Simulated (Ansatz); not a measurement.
The calculation's input:

```
crystal:
  periodic: [false, false, false]
  atoms:
    - { symbol: C, position_ang: [-0.93267, 1.41629, -0.32347] }
    - { symbol: B, position_ang: [0.01081, 0.14902, -0.26352] }
    - { symbol: Al, position_ang: [0.38491, -1.36566, 1.11964] }
    - { symbol: S, position_ang: [1.10463, -0.14491, -1.63868] }
    - { symbol: H, position_ang: [-0.57645, 2.17412, 0.37779] }
    - { symbol: H, position_ang: [-0.98532, 1.88798, -1.30418] }
    - { symbol: H, position_ang: [-1.95055, 1.18482, -0.00803] }
    - { symbol: H, position_ang: [1.48934, -2.4081, 0.66231] }
    - { symbol: H, position_ang: [-0.24344, -1.63902, 2.52699] }
    - { symbol: H, position_ang: [1.69875, -1.25454, -1.14885] }
basis:
  gaussian: { orbitals: def2-SVP }
hamiltonian:
  xc: pbe
  dispersion: d4
relax:
  f_tol: 0.02
  max_steps: 50
output:
  orbitals: {}
```

Command:

```sh
ansatz run input.yaml --threads 2 --pin off --max-ram 3072MiB --backend cpu --events-out ev --progress --plain --runs-dir out
```

The fields are those of the run's last geometry, not of the input's.

Theory: RKS PBE-D4/def2-SVP (Ansatz).

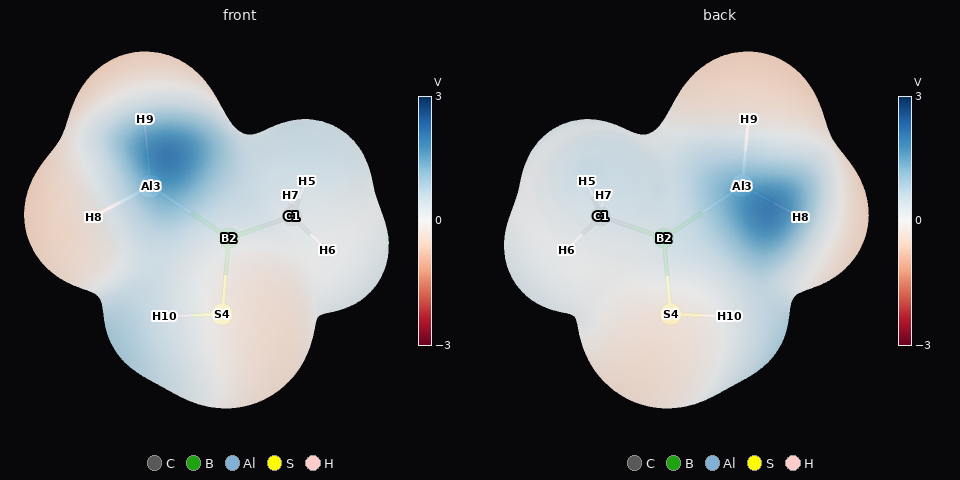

CH6AlBS. The molecular electrostatic potential painted on the density surface at 0.001 e/bohr³, seen from the front and from behind; the colour scale runs from red (negative) to blue (positive).

### Where is the surface potential most negative and most positive?

The most negative region (about −0.6 V) lies over H8 and H9, the most positive (about +2.1 V) over Al3.
